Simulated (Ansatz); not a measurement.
**F3PSi (SMILES F[Si]#P(F)F): density, localisation and related maps**

Input

```
crystal:
  periodic: [false, false, false]
  atoms:
    - {symbol: F, position_ang: [0.463797, -0.904745, -1.162658]}
    - {symbol: F, position_ang: [-1.345608, -1.121779, 0.589620]}
    - {symbol: F, position_ang: [2.408716, 0.727970, -0.175016]}
    - {symbol: P, position_ang: [0.274099, -1.254251, 0.550199]}
    - {symbol: Si, position_ang: [0.777257, 0.931473, -0.204116]}
basis:
  gaussian:
    orbitals: def2-TZVPD
hamiltonian:
  xc: {name: PBE0}
output: {forces: true, orbitals: {seedname: orbitals}}
```

Command:

```sh
ansatz run input.yaml --threads 1 --pin off --max-ram 2610MiB --events-out events.jsonl --progress --plain --runs-dir runs
```

Geometry: B3LYP-D3(BJ)/def2-SVP.

Theory: isolated molecule in a Gaussian basis; Kohn-Sham density functional theory, functional PBE0 (Ansatz 0.2.0).

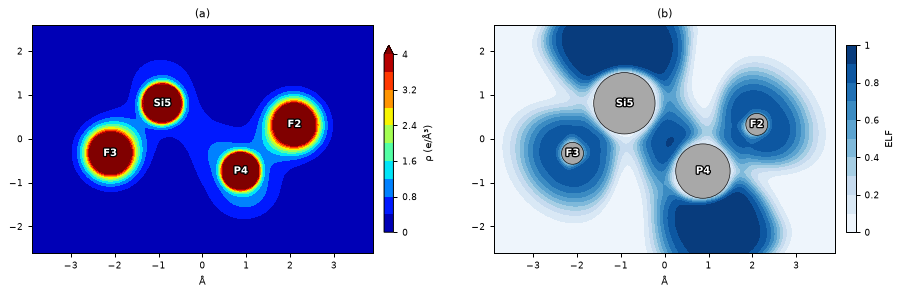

Figure 1. (a) electron density; (b) ELF on the plane of atoms F2, P4 and Si5. Grey discs cover the atomic cores in the ELF map.

Describe what can be read from this map.

- Atoms in the plane: F, P and Si.
- P–F (1.63 Å): the density is about 1.2 e/Å³ at the midpoint; the ELF peaks at about 0.80 in the valence shell of F, 0.6 Å from its nucleus, and is about 0.60 at the midpoint.
- Si–F (1.64 Å): the density is about 1.1 e/Å³ at the midpoint; the ELF peaks at about 0.85 in the valence shell of F, 0.6 Å from its nucleus, and is about 0.55 at the midpoint.
- Si–P (2.37 Å): the density is about 0.59 e/Å³ at the midpoint; the ELF peaks at about 0.90 between the atoms (a shared electron pair).
- The ELF also peaks beside P4, F3, F2 and Si5, away from the bonds: lone-pair regions.

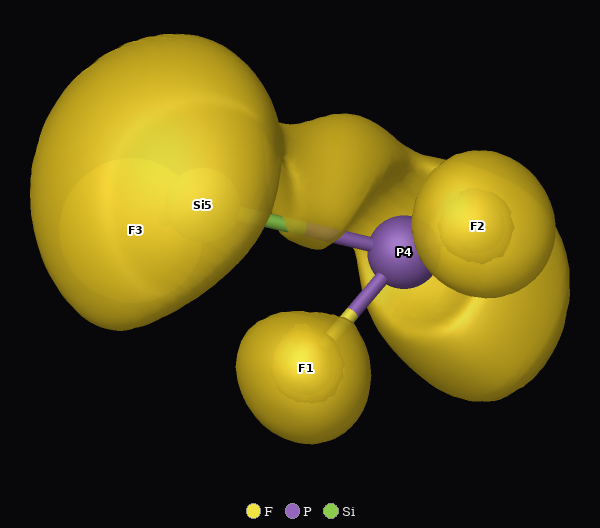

Figure 2. Isosurface of the ELF at 0.75 (yellow), seen at a tilt. Core shells and regions of very low density are left out.

Identify the bonds, lone pairs and shells in this picture.

At this value the surface marks out three regions wrapped around F (its lone pairs, merged into a ring or cap) and one joined region spread over several atoms (P, Si), in which their bonds and any lone pairs are merged.

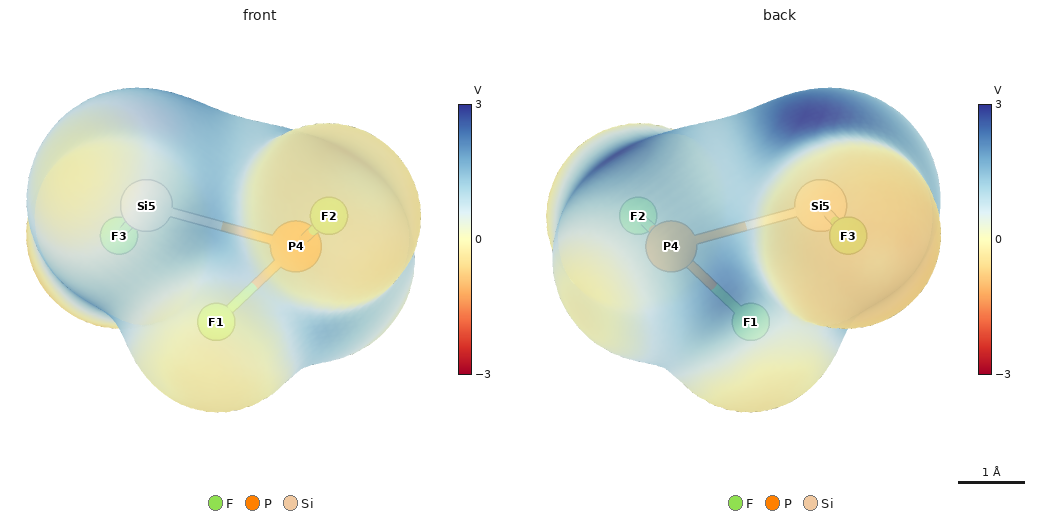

Figure 3. The electrostatic potential painted on the density surface at 0.004 e/bohr³, seen from the front and from behind; red is negative and blue positive.

Which sites attract a positive test charge, and which a negative one?

A positive charge is drawn to the negative regions and a negative charge to the positive ones. The most negative region (about −0.8 V) lies over F3, the most positive (about +2.9 V) over Si5.

What dipole moment does the calculation give?

Its dipole moment is 1.04 D.
